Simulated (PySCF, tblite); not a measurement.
# C5H3F3OS: a rotation path, then NMR shifts on frames

Aim: move C5H3F3OS (`FC(F)(F)Sc1ccco1`) away from its starting geometry and see how NMR shifts follow the geometry.

Programs: tblite 0.8.0 and PySCF 2.14.0, with density-fitted response routines of our own. Each step states its level of theory. These are calculated values for one molecule in the gas phase, unless marked as measured. Atoms are numbered from 0 throughout.

**1. The starting structure**

13 atoms, charge 0, multiplicity 1; geometry from: GFN2-xTB.

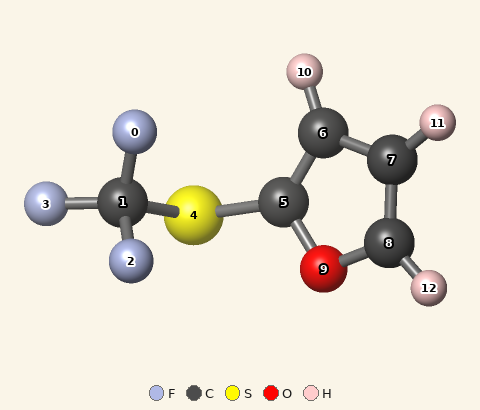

As it starts; fluorine light blue, carbon dark grey, sulfur yellow, oxygen red, hydrogen pink, atoms numbered; sticks join atoms by distance.

**2. A band between two rotamers with GFN2-xTB**

What the job is given:

```
{"job": {"kind": "neb", "xc": "GFN2-xTB", "basis": "xTB", "atoms": [0, 1, 4, 5], "turn": 120}, "charge": 0, "multiplicity": 1}
F      2.092168    -0.406848     1.277819
C      2.435599     0.012641     0.058146
F      2.293820     1.337651     0.051918
F      3.718994    -0.263924    -0.122230
S      1.412182    -0.792336    -1.240517
C     -0.151886    -0.323258    -0.599278
C     -0.923204    -0.891572     0.375005
C     -2.077202    -0.082033     0.459168
C     -1.918005     0.900160    -0.473525
O     -0.756081     0.761619    -1.119741
H     -0.682896    -1.759704     0.952133
H     -2.906684    -0.216201     1.121732
H     -2.541193     1.724291    -0.758357
```

Level: GFN2-xTB climbing-image nudged elastic band, gas phase.

Started as:

```
> OMP_NUM_THREADS=1 python probes_run.py task.json out
```

This one command runs all jobs of the session in turn.

The log of the run:

```text
image   E - E0 / eV
  0      -0.0000
  1       0.0028
  2       0.0168
  3       0.0340
  4       0.0453
  5       0.0438
  6       0.0300
  7       0.0119
  8      -0.0001
```

It took 4.2 s on 1 thread of Arm Neoverse N1, shared host; peak memory 0.19 GiB.

The final band, with the dihedral F0–C1–S4–C5:

```
image  dihedral (°)  energy (eV)  energy (kcal/mol)
    0            56        0.000                0.0
    1            71        0.003                0.1
    2            86        0.017                0.4
    3           101        0.034                0.8
    4           117        0.045                1.0
    5           132        0.044                1.0
    6           148        0.030                0.7
    7           162        0.012                0.3
    8           176        0.000                0.0
```

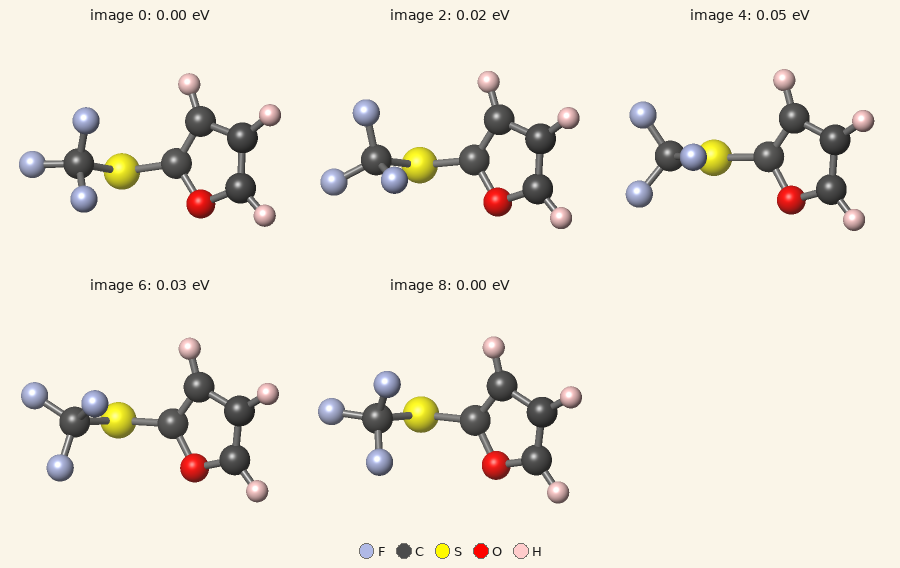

Images along the band.

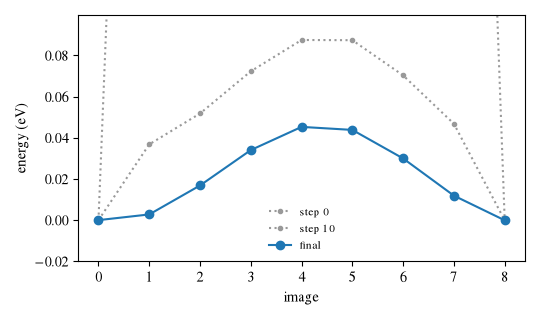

Energy along the band, early and final.

**3. Shielding tensors: image 0, PBE0/pcSseg-1**

What the job is given:

```
{"job": {"kind": "nmr", "xc": "PBE0", "basis": "pcSseg-1", "pop": false}, "charge": 0, "multiplicity": 1}
F      2.092200    -0.406800     1.277800
C      2.435600     0.012600     0.058100
F      2.293800     1.337700     0.051900
F      3.719000    -0.263900    -0.122200
S      1.412200    -0.792300    -1.240500
C     -0.151900    -0.323300    -0.599300
C     -0.923200    -0.891600     0.375000
C     -2.077200    -0.082000     0.459200
C     -1.918000     0.900200    -0.473500
O     -0.756100     0.761600    -1.119700
H     -0.682900    -1.759700     0.952100
H     -2.906700    -0.216200     1.121700
H     -2.541200     1.724300    -0.758400
```

With the program's defaults for keys left out, this is: GIAO PBE0/pcSseg-1 NMR shielding, non-relativistic, gas phase.

The log of the run:

```text
coarse grid: 13264 points
cycle   1  E = -964.1941425315  dE =  2.108e+00  |g| = 9.845e-01  |ddm| = 3.586e+00
cycle   2  E = -963.9708979458  dE =  2.232e-01  |g| = 1.551e+00  |ddm| = 1.342e+00
cycle   3  E = -964.3704246780  dE = -3.995e-01  |g| = 6.033e-02  |ddm| = 8.341e-01
cycle   4  E = -964.3706902181  dE = -2.655e-04  |g| = 4.999e-02  |ddm| = 9.035e-02
cycle   5  E = -964.3712089558  dE = -5.187e-04  |g| = 1.362e-02  |ddm| = 4.656e-02
cycle   6  E = -964.3712491470  dE = -4.019e-05  |g| = 3.990e-03  |ddm| = 1.434e-02
cycle   7  E = -964.3712523717  dE = -3.225e-06  |g| = 1.131e-03  |ddm| = 3.927e-03
final grid: 129928 points
cycle   8  E = -964.4620148785  dE = -3.731e-05  |g| = 1.205e-02  |ddm| = 2.978e-02
cycle   9  E = -964.4619671578  dE =  4.772e-05  |g| = 1.973e-02  |ddm| = 2.143e-02
cycle  10  E = -964.4620419543  dE = -7.480e-05  |g| = 2.504e-03  |ddm| = 1.429e-02
cycle  11  E = -964.4620433552  dE = -1.401e-06  |g| = 2.707e-04  |ddm| = 2.358e-03
cycle  12  E = -964.4620433644  dE = -9.184e-09  |g| = 1.603e-04  |ddm| = 3.184e-04
cycle  13  E = -964.4620433696  dE = -5.266e-09  |g| = 3.396e-05  |ddm| = 1.474e-04
cycle  14  E = -964.4620433699  dE = -2.451e-10  |g| = 1.339e-05  |ddm| = 4.137e-05
converged SCF energy = -964.4620433699

GIAO shielding tensors (ppm)
atom      isotropic    diamagn.    paramagn.     s11        s22        s33       span
  0 F      223.495     476.661    -253.165    146.742    202.228    321.517    174.775
  1 C       46.789     244.037    -197.248     33.360     51.393     55.613     22.253
  2 F      218.083     475.459    -257.376    152.069    184.165    318.016    165.947
  3 F      241.499     466.496    -224.998    170.704    228.894    324.899    154.195
  4 S      382.992    1053.841    -670.849    171.086    321.795    656.093    485.007
  5 C       43.965     259.254    -215.289    -22.158     68.847     85.207    107.366
  6 C       54.842     252.717    -197.875    -37.400     49.149    152.777    190.176
  7 C       67.110     256.489    -189.379    -17.820     58.053    161.096    178.916
  8 C       34.135     251.122    -216.986    -43.811     37.110    109.106    152.917
  9 O       10.819     397.241    -386.421   -125.961    -71.594    230.014    355.975
 10 H       24.379      32.367      -7.989     21.977     23.135     28.024      6.047
 11 H       24.860      30.973      -6.113     22.848     25.359     26.371      3.523
 12 H       23.947      29.510      -5.563     20.922     24.794     26.124      5.202
```

It took 56 s on 1 thread of Arm Neoverse N1, shared host; peak memory 0.84 GiB.

Shifts follow as δ = σ(reference) − σ, with reference shieldings (ppm) from runs at the same level and on the same kind of geometry: ¹H TMS 31.72, ¹³C TMS 186.9, ¹⁹F CFCl3 170.9, ¹⁷O H2O 336.1, ³³S CS2 504. The references are single molecules in the gas phase, so shifts against H2O, NH3, PH3, H3PO4 or CFCl3 are not on the usual liquid scales and can be off by tens of ppm. Each atom is listed at this fixed geometry, with no averaging over motion; a spectrum would average atoms that exchange fast.

```
atoms                                         environment  σ (ppm)  δ (ppm)
   C8                 aromatic CH next to the ring oxygen     34.1    152.8
   C5                      aromatic carbon bearing sulfur     44.0    143.0
   C1                                          CF3 carbon     46.8    140.1
   C6                                         aromatic CH     54.8    132.1
   C7                                         aromatic CH     67.1    119.8
  H12  hydrogen on an aromatic CH next to the ring oxygen    23.95     7.77
  H10                          hydrogen on an aromatic CH    24.38     7.34
  H11                          hydrogen on an aromatic CH    24.86     6.86
   F2                           fluorine of an SCF3 group    218.1    -47.1
   F0                           fluorine of an SCF3 group    223.5    -52.5
   F3                           fluorine of an SCF3 group    241.5    -70.6
   S4                                      sulfide sulfur      383      121
   O9                                aromatic ring oxygen     10.8    325.3
```

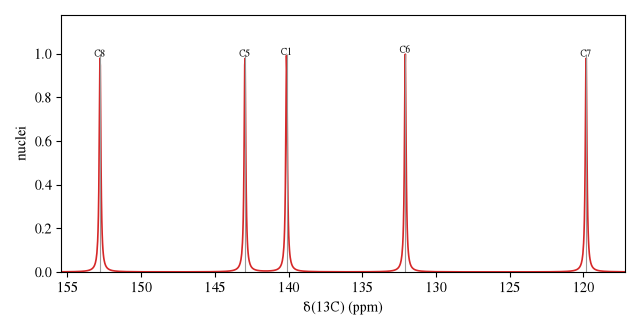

¹³C lines at the computed shifts, without couplings. Lines are broadened to a width of 0.13 ppm (Lorentzian).

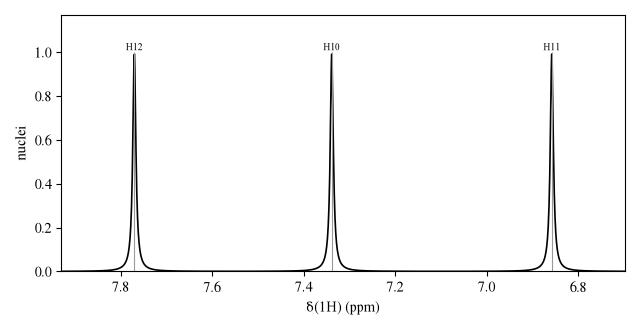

¹H lines at the computed shifts, without couplings. Lines are broadened to a width of 0.01 ppm (Lorentzian).

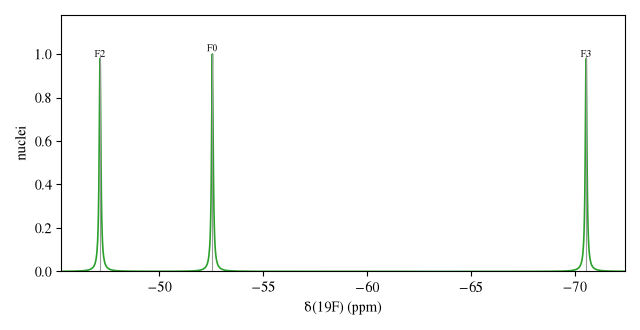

¹⁹F lines at the computed shifts, without couplings. Lines are broadened to a width of 0.09 ppm (Lorentzian).

Ring of atoms C5, C6, C7, C8, O9: NICS(0) -11.8, NICS(1) -10.4, NICS(1)zz -26.7 ppm (means of both faces).

Orbitals, density, ELF and potential are computed afterwards from the orbital file.

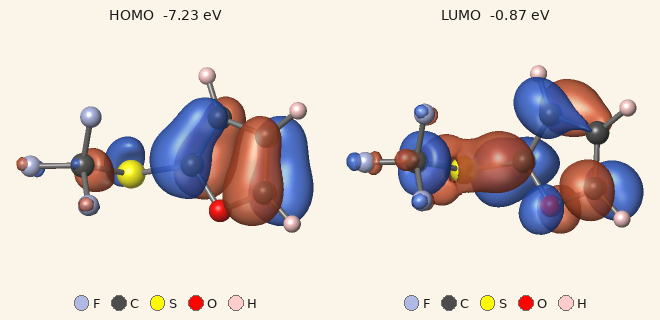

Frontier orbitals at PBE0/pcSseg-1; each surface holds 70 % of the orbital's density, blue and red mark the sign.

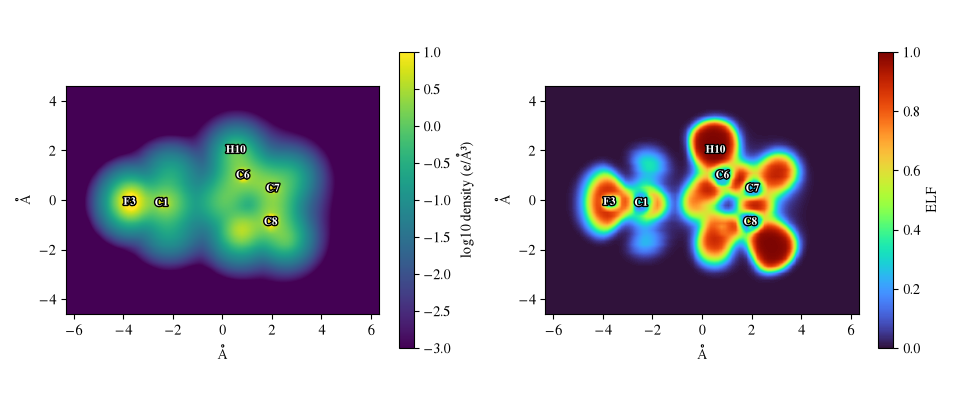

Density (left) and ELF (right) in a plane through or near 6 of the atoms.

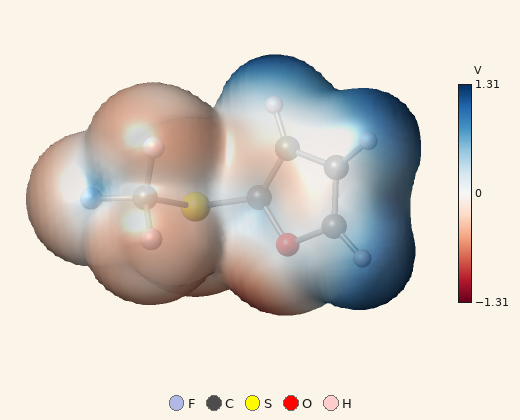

Electrostatic potential on the surface of density 0.002 e/bohr³; red is low, blue high. It runs, from the 1st to the 99th percentile, from -0.70 V near O9 to 1.31 V near H12.

**4. NMR shieldings: image 2, PBE0/pcSseg-1**

What the job is given:

```
{"job": {"kind": "nmr", "xc": "PBE0", "basis": "pcSseg-1", "pop": false}, "charge": 0, "multiplicity": 1}
F      2.580600    -0.774100     1.190600
C      2.436700    -0.037800     0.086500
F      1.898800     1.121100     0.461100
F      3.647900     0.207000    -0.393600
S      1.403100    -0.898100    -1.172800
C     -0.158200    -0.367200    -0.576200
C     -0.953500    -0.844000     0.427200
C     -2.086000     0.000600     0.439800
C     -1.891100     0.910200    -0.558200
O     -0.727700     0.693400    -1.178600
H     -0.742100    -1.675100     1.067700
H     -2.924900    -0.063400     1.100900
H     -2.488000     1.727800    -0.912000
```

Method: GIAO PBE0/pcSseg-1 NMR shielding, non-relativistic, gas phase.

The log of the run:

```text
coarse grid: 13264 points
cycle   1  E = -964.1929071393  dE =  2.107e+00  |g| = 9.849e-01  |ddm| = 3.577e+00
cycle   2  E = -963.9691379650  dE =  2.238e-01  |g| = 1.553e+00  |ddm| = 1.341e+00
cycle   3  E = -964.3693384815  dE = -4.002e-01  |g| = 6.020e-02  |ddm| = 8.361e-01
cycle   4  E = -964.3696011435  dE = -2.627e-04  |g| = 4.968e-02  |ddm| = 9.126e-02
cycle   5  E = -964.3701298896  dE = -5.287e-04  |g| = 1.343e-02  |ddm| = 4.790e-02
cycle   6  E = -964.3701707832  dE = -4.089e-05  |g| = 3.854e-03  |ddm| = 1.454e-02
cycle   7  E = -964.3701736662  dE = -2.883e-06  |g| = 1.033e-03  |ddm| = 3.531e-03
final grid: 129928 points
cycle   8  E = -964.4609604215  dE = -3.801e-05  |g| = 1.125e-02  |ddm| = 2.947e-02
cycle   9  E = -964.4609220979  dE =  3.832e-05  |g| = 1.799e-02  |ddm| = 1.962e-02
cycle  10  E = -964.4609841194  dE = -6.202e-05  |g| = 2.409e-03  |ddm| = 1.297e-02
cycle  11  E = -964.4609854127  dE = -1.293e-06  |g| = 2.727e-04  |ddm| = 2.272e-03
cycle  12  E = -964.4609854230  dE = -1.031e-08  |g| = 1.534e-04  |ddm| = 3.288e-04
cycle  13  E = -964.4609854277  dE = -4.719e-09  |g| = 3.359e-05  |ddm| = 1.388e-04
cycle  14  E = -964.4609854280  dE = -2.487e-10  |g| = 1.170e-05  |ddm| = 4.149e-05
converged SCF energy = -964.4609854280

GIAO shielding tensors (ppm)
atom      isotropic    diamagn.    paramagn.     s11        s22        s33       span
  0 F      219.276     473.454    -254.179    158.529    177.230    322.068    163.539
  1 C       45.997     243.734    -197.737     32.400     49.954     55.637     23.237
  2 F      221.028     477.523    -256.495    153.480    197.486    312.117    158.637
  3 F      234.345     466.917    -232.572    162.412    220.113    320.510    158.098
  4 S      381.130    1054.028    -672.898    165.595    305.585    672.211    506.616
  5 C       43.445     258.877    -215.432    -23.894     67.780     86.449    110.344
  6 C       56.717     252.922    -196.206    -34.661     51.464    153.347    188.007
  7 C       67.098     256.442    -189.345    -17.661     58.172    160.782    178.443
  8 C       34.224     251.084    -216.859    -44.197     37.390    109.480    153.677
  9 O        9.235     397.299    -388.064   -126.640    -73.130    227.476    354.115
 10 H       24.408      32.431      -8.024     21.911     23.377     27.936      6.025
 11 H       24.877      30.943      -6.066     22.853     25.381     26.396      3.543
 12 H       23.936      29.457      -5.521     20.940     24.770     26.099      5.158
```

Wall time 46 s (1 thread of Arm Neoverse N1, shared host); peak memory 0.87 GiB.

Key values: δ C8 152.7, C5 143.5, C1 140.9, C6 130.2, H12 7.78, H10 7.31 ppm.

(Part 1 of 2 ends here.)
